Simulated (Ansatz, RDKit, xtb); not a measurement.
# C4H2FNO: which of the isomers drawn lies lowest?

A sample of isomers of C4H2FNO is drawn. Aim: find which of them has the lowest free energy at 298.15 K, then its properties. The sample is small against all isomers, and the most stable one of this formula need not be in it.

Plan: many cheap relaxations first (GFN2-xTB), then density-functional screening, relaxation at PBE-D3(BJ)/def2-SVP, vibrations and a final energy. The numbers are computed, not measured.

### 1 Possible bonding patterns

Isomers were taken from a list of plausible structures; this is a sample, not all of them. That gives 5 candidates.

| label | SMILES | spin |
| --- | --- | --- |
| c064 | N#CCC(F)=C=O | singlet |
| c152 | N#C[C@@H]1OC=C1F | singlet |
| c329 | N#CC1=CO[C@@H]1F | singlet |
| c384 | N#C[C@@H]1C=C(F)O1 | singlet |
| c588 | N#CC(=C=O)CF | singlet |

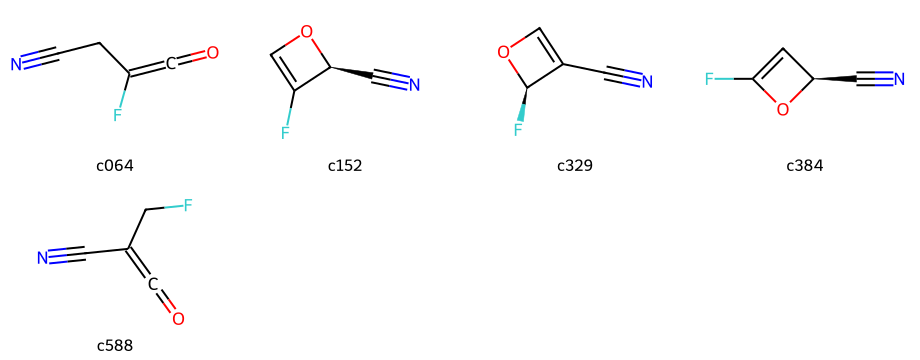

Structural formulas of the candidates.

Candidates are built by distance geometry, with a force field where one applies, in up to four conformers (letters a to d).

### 2 Cheap relaxation of all starts

All 5 starts are relaxed the same way. One of them, c064a (taken from a list of plausible isomers, embedded by distance geometry and MMFF94), in full:

Input file start.xyz:

```xyz
9
c064a
C     -0.228645     0.037680    -0.507740
C      0.929756    -0.861875    -0.752330
C      1.348837    -1.592815     0.457947
C      0.875607    -2.680157     0.914035
F      2.346967    -0.980500     1.194231
N     -1.098549     0.697856    -0.326597
O      0.503643    -3.780450     1.211198
H      0.617423    -1.634706    -1.557769
H      1.774134    -0.326794    -1.195986
```

Launch:

```bash
$ xtb start.xyz --gfn 2 --opt
```

The log of the run, shortened:

```text
* xtb version 6.7.1
[...]
          :  # basis functions                  30          :
[...]
          :  # electrons                        36          :
[...]
          :  Hamiltonian                  GFN2-xTB          :
[...]
          :  net charge                          0          :
          :  unpaired electrons                  0          :
[...]
   *** convergence criteria satisfied after 11 iterations ***
[...]
   *** GEOMETRY OPTIMIZATION CONVERGED AFTER 11 ITERATIONS ***
[...]
   *** convergence criteria satisfied after 3 iterations ***
[...]
         ::                     SUMMARY                     ::
         :::::::::::::::::::::::::::::::::::::::::::::::::::::
         :: total energy             -21.200830679845 Eh    ::
         :: gradient norm              0.000418071803 Eh/a0 ::
         :: HOMO-LUMO gap              2.516004632508 eV    ::
         ::.................................................::
         :: SCC energy               -21.496093125914 Eh    ::
         :: -> isotropic ES            0.030708671621 Eh    ::
         :: -> anisotropic ES          0.002238260014 Eh    ::
         :: -> anisotropic XC          0.015543276393 Eh    ::
         :: -> dispersion             -0.005207819853 Eh    ::
         :: repulsion energy           0.295262446070 Eh    ::
         :: add. restraining           0.000000000000 Eh    ::
         :: total charge              -0.000000000000 e     ::
         :::::::::::::::::::::::::::::::::::::::::::::::::::::
[...]
        18        2.0000           -0.4133067             -11.2466 (HOMO)
        19                         -0.3208452              -8.7306 (LUMO)
[...]
     #   Z          covCN         q      C6AA      α(0)
     1   6 C        1.901     0.117    28.217     8.579
     2   6 C        3.809    -0.049    21.437     6.591
     3   6 C        2.751     0.093    25.909     8.335
     4   6 C        1.845     0.235    25.686     8.187
     5   9 F        0.787    -0.211    11.349     3.979
     6   7 N        0.911    -0.205    25.466     7.299
     7   8 O        0.856    -0.174    17.654     5.633
     8   1 H        0.924     0.084     1.939     2.178
     9   1 H        0.924     0.110     1.697     2.037
[...]
     #   Z sym  total        # sym  WBO       # sym  WBO       # sym  WBO
 ---------------------------------------------------------------------------
     1   6 C    3.949 --     6 N    2.863     2 C    1.035
     2   6 C    3.991 --     1 C    1.035     3 C    0.945     8 H    0.943
                             9 H    0.933
     3   6 C    3.821 --     4 C    1.673     2 C    0.945     5 F    0.933
                             7 O    0.227
     4   6 C    3.876 --     7 O    2.072     3 C    1.673
     5   9 F    1.073 --     3 C    0.933
     6   7 N    3.021 --     1 C    2.863
     7   8 O    2.394 --     4 C    2.072     3 C    0.227
     8   1 H    0.993 --     2 C    0.943
     9   1 H    0.988 --     2 C    0.933
 ---------------------------------------------------------------------------
[...]
molecular dipole:
                 x           y           z       tot (Debye)
 q only:        0.323      -0.388      -0.816
   full:        0.676      -0.655      -0.965       3.426
molecular quadrupole (traceless):
[...]
          | TOTAL ENERGY              -21.200830679845 Eh   |
          | GRADIENT NORM               0.000418071803 Eh/α |
          | HOMO-LUMO GAP               2.516004632508 eV   |
           -------------------------------------------------
[...]
```

It took 0.08 s on 2 threads of Intel Xeon at 2.70GHz, shared host.

### 3 Distinct minima at GFN2-xTB

5 of the 5 relaxations converged. 5 distinct structures remain:

| label | start | SMILES after | spin | energy (kcal/mol) |
| --- | --- | --- | --- | --- |
| c588a | drawn | N#CC(=C=O)CF | singlet | 0.0 |
| c064a | drawn | N#CCC(F)=C=O | singlet | 11.9 |
| c329a | drawn | N#CC1=CO[C@@H]1F | singlet | 14.4 |
| c384a | drawn | N#C[C@@H]1C=C(F)O1 | singlet | 17.5 |
| c152a | drawn | N#C[C@@H]1OC=C1F | singlet | 22.8 |

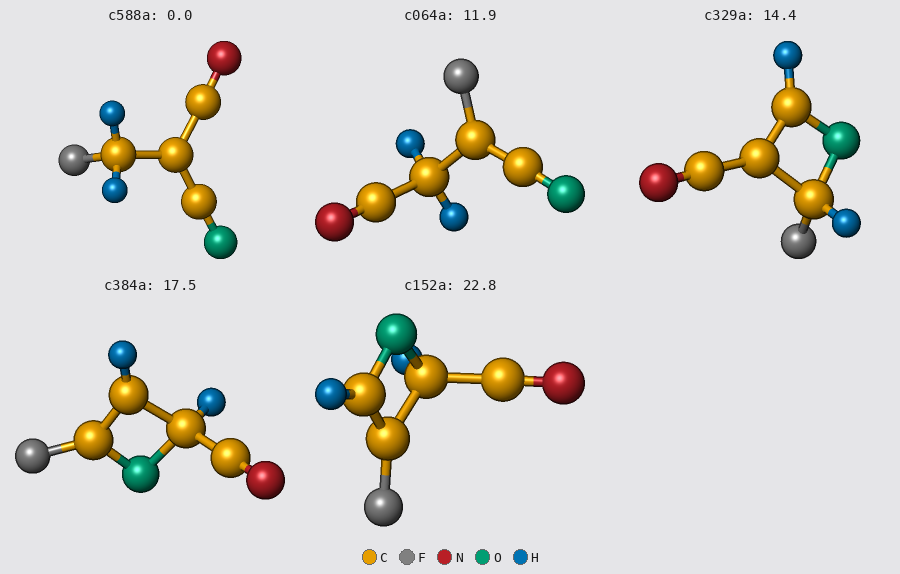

The 5 lowest minima that did not fall apart, with their GFN2-xTB energies in kcal/mol.

### 4 Second filter: single points

A choice of the minima (the low ones first, few conformers of a pattern, up to a cap) and the lowest that fell apart get a single point at r2SCAN-D4/def2-SVP on the tight-binding geometry, and one at HF/STO-3G for comparison. The lowest singlets are also tried as triplets at the same geometry (label ending in t). The first, c588a:

Input file input.yaml:

```yaml
crystal:
  periodic: [false, false, false]
  atoms:
    - symbol: C
      position_ang: [-0.460509, -0.043495, 0.362300]
    - symbol: C
      position_ang: [-0.115604, -0.598483, -0.888239]
    - symbol: C
      position_ang: [-0.801608, -0.232408, -1.943556]
    - symbol: C
      position_ang: [0.958748, -1.659894, -0.931164]
    - symbol: F
      position_ang: [0.401553, -2.911076, -1.021322]
    - symbol: "N"
      position_ang: [-0.688920, 0.389648, 1.397319]
    - symbol: O
      position_ang: [-1.399199, 0.118623, -2.863730]
    - symbol: H
      position_ang: [1.604237, -1.539410, -1.807695]
    - symbol: H
      position_ang: [1.545408, -1.634558, -0.007936]
basis:
  gaussian:
    orbitals: def2-SVP
scf:
  lower_state_search: "off"
hamiltonian:
  xc: r2scan
  dispersion: d4
```

Launch:

```bash
$ ansatz run input.yaml --threads 2 --pin off --max-ram 4350MiB --events-out events.jsonl --progress --plain --runs-dir runs
```

The log of the run, shortened:

```text
Warning: RAYON_NUM_THREADS=2 ignored (pool sized by the plan → 2); use --threads N
Functional definition: r2SCAN
  name "r2SCAN"
[...]
1211 factors; their error is unknown
[...]
mean field -10418.97868578 eV, -382.8904044650 hartree, gradient 4.0e-6 eV, S^2 0.000000; 0 other end points of the search recorded, 0 dependent functions left out
reference -10418.97869217 eV, -382.8904046997 hartree; 25, 25 occupied and 83, 83 virtual orbitals, 1211 factors
Total energy: -10419.02791513 eV, -382.8922136103 hartree
Checks for a lower state left out: stability, starts, cluster_reference, orbital_swaps, neighbouring_geometries, increment
```

It took 1.4 s on 2 threads of Intel Xeon at 2.70GHz, shared host.

Relative energies in kcal/mol, each column from its lowest structure that stays in one piece:

| label | SMILES | spin | GFN2-xTB | HF/STO-3G | r2SCAN-D4/def2-SVP |
| --- | --- | --- | --- | --- | --- |
| c588a | N#CC(=C=O)CF | singlet | 0.0 | 1.5 | 0.0 |
| c064a | N#CCC(F)=C=O | singlet | 11.9 | 10.7 | 16.5 |
| c329a | N#CC1=CO[C@@H]1F | singlet | 14.4 | 0.0 | 17.3 |
| c384a | N#C[C@@H]1C=C(F)O1 | singlet | 17.5 | 2.2 | 24.6 |
| c152a | N#C[C@@H]1OC=C1F | singlet | 22.8 | 8.0 | 36.5 |
| c064at | N#CCC(F)=C=O | triplet | – | – | 62.3 |
| c588at | N#CC(=C=O)CF | triplet | – | – | 74.5 |
| c329at | N#CC1=CO[C@@H]1F | triplet | – | – | 87.4 |

### 5 Third filter: density-functional geometries

3 candidates are relaxed at PBE-D3(BJ)/def2-SVP (chosen among the lowest in one piece). The first, c588a:

Input file input.yaml:

```yaml
crystal:
  periodic: [false, false, false]
  atoms:
    - {symbol: C, position_ang: [-0.460509, -0.043495, 0.362300]}
    - {symbol: C, position_ang: [-0.115604, -0.598483, -0.888239]}
    - {symbol: C, position_ang: [-0.801608, -0.232408, -1.943556]}
    - {symbol: C, position_ang: [0.958748, -1.659894, -0.931164]}
    - {symbol: F, position_ang: [0.401553, -2.911076, -1.021322]}
    - {symbol: "N", position_ang: [-0.688920, 0.389648, 1.397319]}
    - {symbol: O, position_ang: [-1.399199, 0.118623, -2.863730]}
    - {symbol: H, position_ang: [1.604237, -1.539410, -1.807695]}
    - {symbol: H, position_ang: [1.545408, -1.634558, -0.007936]}
basis:
  gaussian: {orbitals: def2-SVP}
hamiltonian: {xc: pbe, dispersion: d3bj}
scf: {lower_state_search: "off"}
relax: {f_tol: 0.003}
```

Launch:

```bash
$ ansatz run input.yaml --threads 2 --pin off --max-ram 4350MiB --events-out events.jsonl --progress --plain --runs-dir runs
```

The log of the run, shortened:

```text
Warning: RAYON_NUM_THREADS=2 ignored (pool sized by the plan → 2); use --threads N
[...]
Functional definition: PBE
  name "PBE"
[...]
1211 factors; their error is unknown
[...]
mean field -10413.12662749 eV, -382.6753452894 hartree, gradient 1.0e-5 eV, S^2 0.000000; 0 other end points of the search recorded, 0 dependent functions left out
[...]
reference -10413.12665131 eV, -382.6753461650 hartree; 25, 25 occupied and 83, 83 virtual orbitals, 1211 factors
relax step   1: F+E_penalty+E_count = -10413.32105032 eV  Δ(F+E_penalty+E_count) = +0.000e0 eV  max|allowed force component| = 3.473e0 eV/Å  Δτ_max = 0.0000 Å  (21 SCF iters, accepted)
[...]
relax step   3: F+E_penalty+E_count = -10413.48065447 eV  Δ(F+E_penalty+E_count) = -1.280e-2 eV  max|allowed force component| = 1.520e-1 eV/Å  Δτ_max = 0.0514 Å  (22 SCF iters, accepted)
[...]
Atom 0 at    -0.533491    -0.102046     0.421767 Å, force    -0.001892     0.000185    -0.000920 eV/Å
Atom 1 at    -0.099953    -0.584423    -0.845545 Å, force     0.001810    -0.000624     0.000344 eV/Å
Atom 2 at    -0.729319    -0.160915    -1.956405 Å, force    -0.001286    -0.000028    -0.000270 eV/Å
Atom 3 at     0.945072    -1.679801    -0.961686 Å, force     0.000588    -0.000319    -0.000151 eV/Å
Atom 4 at     0.412167    -2.925103    -0.694660 Å, force     0.000205     0.000238     0.000149 eV/Å
Atom 5 at    -0.855163     0.285949     1.484281 Å, force     0.000830     0.000130     0.000384 eV/Å
Atom 6 at    -1.228594     0.208344    -2.943594 Å, force     0.000535     0.000347     0.000377 eV/Å
Atom 7 at     1.383018    -1.682170    -1.983033 Å, force    -0.000211     0.000162     0.000671 eV/Å
Atom 8 at     1.750369    -1.470888    -0.225148 Å, force    -0.000578    -0.000091    -0.000584 eV/Å
Dipole moment:     0.381879    -0.052076    -0.651138 e Å
Checks for a lower state left out: stability, starts, cluster_reference, orbital_swaps, neighbouring_geometries, increment
```

Wall time 18 s (2 threads of Intel Xeon at 2.70GHz, shared host).

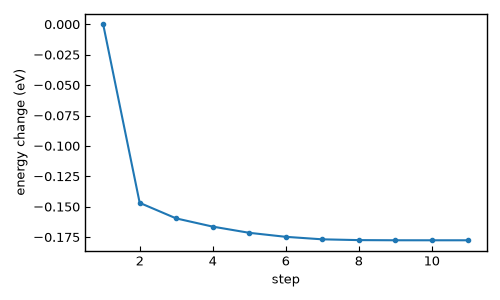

Energy along the run, all evaluated steps.

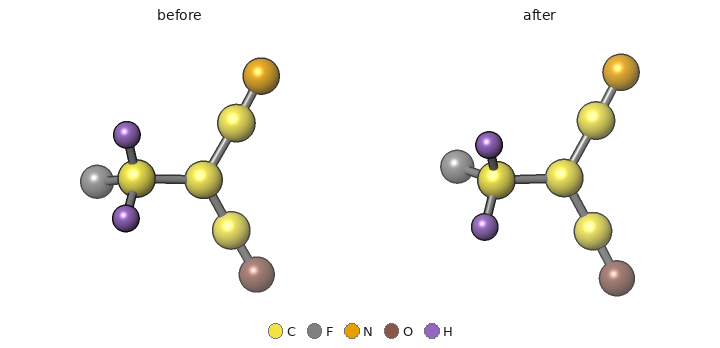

Before and after, at one scale.

After the run. Bond lengths: C1–C2 1.424 Å, C2–C3 1.345 Å, C2–C4 1.518 Å, C4–F5 1.381 Å, C1–N6 1.176 Å, C3–O7 1.166 Å, C4–H8 1.111 Å, C4–H9 1.111 Å. Some angles: C1–C2–C3 119.1°, C1–C2–C4 121.5°, C3–C2–C4 119.1°, C2–C1–N6 178.0°, C2–C3–O7 177.4°, C2–C4–F5 111.7°, C2–C4–H8 110.1°, C2–C4–H9 108.2°, F5–C4–H8 109.1°, F5–C4–H9 108.7°.

(Part 1 of 2 ends here.)
